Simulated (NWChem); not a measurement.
# CH5AlClN (SMILES [CH3][Al]([NH2])[Cl]) at 3 levels

Aim: a comparison of 3 runs (HF/STO-3G, HF/3-21G, B3LYP/6-31G*) of CH5AlClN. 

The calculation is run with NWChem 7.3.0.

### Step 1. The system as given

CH5AlClN has 9 atoms, charge 0, and is taken as a singlet. As SMILES, `[CH3][Al]([NH2])[Cl]`. Geometry: relaxed at PBE0-D4/def2-TZVP.

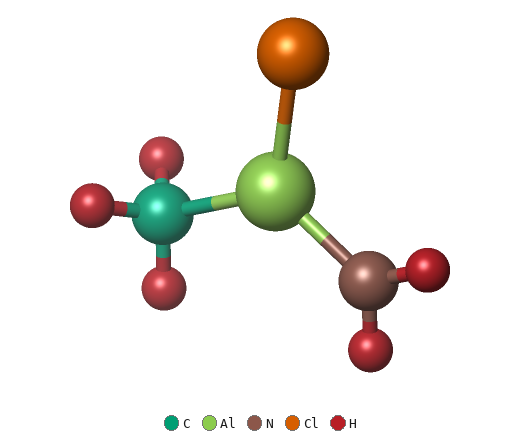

The structure, seen from a chosen angle (carbon teal, aluminium green, nitrogen brown, chlorine orange, hydrogen red).

### Step 2. Energy and gradient at HF/STO-3G (run 1)

File ch5alcln.nw:

```
start ch5alcln
memory 2200 mb

geometry units angstroms noautosym nocenter noautoz
   C    -0.205900    1.361200   -0.609600
   Al   -0.189100   -0.538400   -0.232700
   N     0.585600   -1.249700    1.178300
   Cl   -1.131000   -1.896700   -1.539000
   H     0.272200    1.571200   -1.570600
   H     0.313700    1.937600    0.159600
   H    -1.231400    1.735100   -0.678200
   H     0.601000   -2.235100    1.384800
   H     1.073600   -0.731500    1.890300
end

basis spherical bse
   C library STO-3G
   Al library STO-3G
   N library STO-3G
   Cl library STO-3G
   H library STO-3G
end

scf
   thresh 1e-08
   maxiter 80
end

task scf gradient
```

On the command line:

```console
$ nwchem ch5alcln.nw > ch5alcln.out
```

Standard output:

```text
[...]
  functions       =    33
[...]
  wavefunction    = RHF
[...]
         Total SCF energy =   -787.806913387070
      One-electron energy =  -1479.266101090299
      Two-electron energy =    497.938542998648
 Nuclear repulsion energy =    193.520644704581
        Time for solution =      1.1s
[...]
                         RHF ENERGY GRADIENTS
    atom               coordinates                        gradient
                 x          y          z           x          y          z
   1 C      -0.389095   2.572295  -1.151977    0.002126   0.016857   0.000512
   2 Al     -0.357347  -1.017428  -0.439739   -0.011672  -0.002314  -0.018909
   3 N       1.106624  -2.361591   2.226664    0.022353  -0.017493   0.040168
   4 Cl     -2.137280  -3.584243  -2.908288   -0.006097  -0.008361  -0.008522
   5 H       0.514383   2.969137  -2.968004    0.003402   0.000521  -0.008842
   6 H       0.592807   3.661533   0.301600    0.004421   0.004710   0.006552
   7 H      -2.327009   3.278864  -1.281612   -0.009203   0.001874  -0.001378
   8 H       1.135725  -4.223727   2.616893   -0.000810   0.008759  -0.002951
   9 H       2.028810  -1.382335   3.572149   -0.004519  -0.004554  -0.006632
[...]
```

Run time: 2.3 s. Hardware: 1 thread of Intel Xeon 6975P-C (Granite Rapids), shared host; peak memory 0.096 GiB.

### Step 3. Energy and gradient at HF/3-21G (run 2)

File run.py:

```python
from ase import Atoms
from ase.calculators.nwchem import NWChem

atoms = Atoms('CAlNClHHHHH', positions=[
    [-0.205900, 1.361200, -0.609600],
    [-0.189100, -0.538400, -0.232700],
    [0.585600, -1.249700, 1.178300],
    [-1.131000, -1.896700, -1.539000],
    [0.272200, 1.571200, -1.570600],
    [0.313700, 1.937600, 0.159600],
    [-1.231400, 1.735100, -0.678200],
    [0.601000, -2.235100, 1.384800],
    [1.073600, -0.731500, 1.890300],
])

calc = NWChem(
    label='ch5alcln',
    theory='scf',
    memory='2200 mb',
    basis='3-21G',
    basispar='spherical bse',
    scf={'nopen': '0', 'rhf': None, 'thresh': '1e-08', 'maxiter': '80'},
)
atoms.calc = calc

forces = atoms.get_forces()
print("Total energy (eV):", round(atoms.get_potential_energy(), 6))
print("forces (eV/A):")
for s, f in zip(atoms.symbols, forces):
    print(f"{s:2s} {f[0]:10.5f} {f[1]:10.5f} {f[2]:10.5f}")
print("dipole (e A):", atoms.get_dipole_moment().round(4))
```

On the command line:

```console
$ export ASE_NWCHEM_COMMAND="nwchem PREFIX.nwi > PREFIX.nwo"
$ python run.py
```

Standard output:

```text
Total energy (eV): -21571.277075
forces (eV/A):
C    -0.07888    0.69137   -0.25850
Al    0.79103    0.69389    1.18152
N     0.12660   -0.24282    0.25510
Cl   -0.78007   -1.12429   -1.08290
H    -0.08474    0.02237    0.19206
H    -0.10578   -0.12300   -0.15524
H     0.21124   -0.00962    0.01753
H     0.00838    0.15216   -0.01486
H    -0.08773   -0.06006   -0.13467
dipole (e A): [0.3722 0.3859 0.5439]
```

The calculator wrote ch5alcln.nwi:

```
title "ch5alcln"

permanent_dir ch5alcln

scratch_dir ch5alcln

start ch5alcln

geometry units angstrom nocenter noautosym noautoz
  C  -2.0590000000000000e-01 1.3612000000000000e+00 -6.0960000000000003e-01
  Al -1.8909999999999999e-01 -5.3839999999999999e-01 -2.3269999999999999e-01
  N  5.8560000000000001e-01 -1.2497000000000000e+00 1.1782999999999999e+00
  Cl -1.1310000000000000e+00 -1.8967000000000001e+00 -1.5389999999999999e+00
  H  2.7220000000000000e-01 1.5711999999999999e+00 -1.5706000000000000e+00
  H  3.1369999999999998e-01 1.9376000000000000e+00 1.5959999999999999e-01
  H  -1.2314000000000001e+00 1.7351000000000001e+00 -6.7820000000000003e-01
  H  6.0099999999999998e-01 -2.2351000000000001e+00 1.3848000000000000e+00
  H  1.0736000000000001e+00 -7.3150000000000004e-01 1.8903000000000001e+00
end

memory 2200 mb

basis spherical bse noprint
   * library 3-21G
end

scf
  nopen 0
  rhf
  thresh 1e-08
  maxiter 80
end

task scf gradient
```

ch5alcln.nwo:

```text
Northwest Computational Chemistry Package (NWChem) 7.3.0
             --------------------------------------------------------

           Job information
           ---------------

    nwchem branch   = 7.3.0
    use scalapack   = T
    input           = ch5alcln.nwi
    prefix          = ch5alcln.
    data base       = ch5alcln/ch5alcln.db
    status          = startup
    nproc           =        1

           Memory information
           ------------------

    heap     =     72089596 doubles =      550.0 Mbytes
    stack    =     72089601 doubles =      550.0 Mbytes
    global   =    144179200 doubles =     1100.0 Mbytes (distinct from heap & stack)
    total    =    288358397 doubles =     2200.0 Mbytes
    verify   = yes
    hardfail = no

           Directory information
           ---------------------

  0 permanent = ch5alcln
  0 scratch   = ch5alcln

                                NWChem Input Module
                                -------------------

                                     ch5alcln
                                     --------

[... 126 lines left out ...]
 Convergence threshold     :          1.000E-08
[... 12 lines left out ...]
       Final RHF  results
[... 3 lines left out ...]
      One-electron energy =  -1482.039319730365
[... 1 line left out ...]
 Nuclear repulsion energy =    193.520644704581
[... 42 lines left out ...]
                       ROHF Final Molecular Orbital Analysis
[... 219 lines left out ...]
     1   1 0 0      0.703445      0.000000    -33.622761
[... 8 lines of this table left out ...]
     2   0 0 2    -30.535086      0.000000    219.121663

                              NWChem Gradients Module
                              -----------------------

                                     ch5alcln

  wavefunction    =   RHF

                         RHF ENERGY GRADIENTS

    atom               coordinates                        gradient
                 x          y          z           x          y          z
   1 C      -0.389095   2.572295  -1.151977    0.001534  -0.013445   0.005027
   2 Al     -0.357347  -1.017428  -0.439739   -0.015383  -0.013494  -0.022977
   3 N       1.106624  -2.361591   2.226664   -0.002462   0.004722  -0.004961
[... 5 lines of this table left out ...]
   9 H       2.028810  -1.382335   3.572149    0.001706   0.001168   0.002619

                 ----------------------------------------
                 |  Time  |  1-e(secs)   |  2-e(secs)   |
                 ----------------------------------------
                 |  CPU   |       0.00   |       0.70   |
                 ----------------------------------------
                 |  WALL  |       0.00   |       0.70   |
                 ----------------------------------------

 Task  times  cpu:        2.2s     wall:        2.2s
 Total times  cpu:        2.2s     wall:        2.2s
```

It took 3.3 s on 1 thread of Intel Xeon 6975P-C (Granite Rapids), shared host; peak memory 0.096 GiB.

### Step 4. Energy and gradient at B3LYP/6-31G(d) (Cartesian functions) (run 3)

File mol.nw:

```
start mol
title "CH5AlClN gradient"
memory total 2200 mb

geometry noautosym nocenter noautoz
  C    -0.205900    1.361200   -0.609600
  Al   -0.189100   -0.538400   -0.232700
  N     0.585600   -1.249700    1.178300
  Cl   -1.131000   -1.896700   -1.539000
  H     0.272200    1.571200   -1.570600
  H     0.313700    1.937600    0.159600
  H    -1.231400    1.735100   -0.678200
  H     0.601000   -2.235100    1.384800
  H     1.073600   -0.731500    1.890300
end

basis cartesian
  C library 6-31G*
  Al library 6-31G*
  N library 6-31G*
  Cl library 6-31G*
  H library 6-31G*
end

dft
  xc b3lyp
  grid xfine
  convergence energy 1e-08
  maxiter 100
  mulliken
end

task dft gradient
```

On the command line:

```console
$ nwchem mol.nw > mol.out
```

Standard output:

```text
[...]
          Wavefunction type:  closed shell.
          No. of atoms     :     9
          No. of electrons :    48
[...]
          Charge           :     0
          Spin multiplicity:     1
[...]
          AO basis - number of functions:    78
[...]
              XC Information
              --------------
                         B3LYP Method XC Potential
                     Hartree-Fock (Exact) Exchange  0.200
                        Slater Exchange Functional  0.800 local
                    Becke 1988 Exchange Functional  0.720 non-local
              Lee-Yang-Parr Correlation Functional  0.810
                  VWN I RPA Correlation Functional  0.190 local
[...]
 d= 0,ls=0.0,diis     1   -798.5575284699 -9.92D+02  1.28D-02  6.79D-01     2.7
[...]
 d= 0,ls=0.0,diis    10   -798.6168192696 -6.26D-10  2.24D-07  7.66D-10    22.8
         Total DFT energy =     -798.616819269557
      One electron energy =    -1487.365367658062
           Coulomb energy =      556.473587638258
    Exchange-Corr. energy =      -61.245683954334
 Nuclear repulsion energy =      193.520644704581
[...]
      Total Density - Mulliken Population Analysis
     ---------------------------------------------
    Atom       Charge   Shell Charges
 -----------   ------   -------------------------------------------------------
    1 C    6     6.71   1.99  0.67  2.12  0.68  1.22  0.02
    2 Al  13    12.30   2.00  1.99  5.96  0.87  1.13  0.05  0.17  0.13
    3 N    7     7.88   1.99  0.77  2.53  0.82  1.74  0.02
    4 Cl  17    17.30   2.00  1.99  5.97  1.45  3.65  0.55  1.73 -0.04
    5 H    1     0.82   0.52  0.31
    6 H    1     0.83   0.52  0.31
    7 H    1     0.82   0.52  0.31
    8 H    1     0.67   0.50  0.16
    9 H    1     0.67   0.50  0.17
[...]
  wavefunction    = closed shell
                         DFT ENERGY GRADIENTS
    atom               coordinates                        gradient
                 x          y          z           x          y          z
   1 C      -0.389095   2.572295  -1.151977    0.000382  -0.001173   0.000861
   2 Al     -0.357347  -1.017428  -0.439739   -0.000121  -0.003583   0.000425
   3 N       1.106624  -2.361591   2.226664   -0.000557   0.001121  -0.001130
   4 Cl     -2.137280  -3.584243  -2.908288    0.003237   0.004771   0.004486
   5 H       0.514383   2.969137  -2.968004   -0.000994  -0.000849   0.001609
   6 H       0.592807   3.661533   0.301600   -0.000938  -0.001503  -0.001306
   7 H      -2.327009   3.278864  -1.281612    0.001715  -0.001146  -0.000017
   8 H       1.135725  -4.223727   2.616893   -0.000175   0.005140  -0.001228
   9 H       2.028810  -1.382335   3.572149   -0.002548  -0.002778  -0.003700
[...]
```

It took 30 s on 1 thread of Intel Xeon 6975P-C (Granite Rapids), shared host; peak memory 0.14 GiB.

### Step 5. Overview of the runs

```csv
run,level,Cartesian functions,iteration cap,energy (Eh),dipole moment (D),HOMO energy (eV),LUMO energy (eV),wall time
1,HF/STO-3G,no,80,-787.806913,3.33,-8.51,8.98,2.3 s
2,HF/3-21G,no,80,-792.729817,3.67,-10.90,2.97,3.3 s
3,B3LYP/6-31G* (Cartesian functions),yes,100,-798.616819,2.75,-7.09,0.03,30 s
```

### Step 6. Outcome

| quantity | value |
| --- | --- |
| run 3: total energy | -798.61682 Eh |
| run 3: dipole moment | 2.75 D |
| run 3: HOMO energy | -7.09 eV |
| run 3: LUMO energy | 0.03 eV |
| run 3: HOMO–LUMO gap | 7.12 eV |
| run 3: largest force on an atom | 0.376 eV/Å |

The dipole moment (its size) runs from 2.75 D (B3LYP/6-31G*) to 3.67 D (HF/3-21G). The two ends differ in method and basis. The HOMO–LUMO gap runs from 7.12 eV (B3LYP/6-31G*) to 17.49 eV (HF/STO-3G). In run 1 the basis is minimal, so the values are rough. All runs together took 36 s, the longest 30 s.
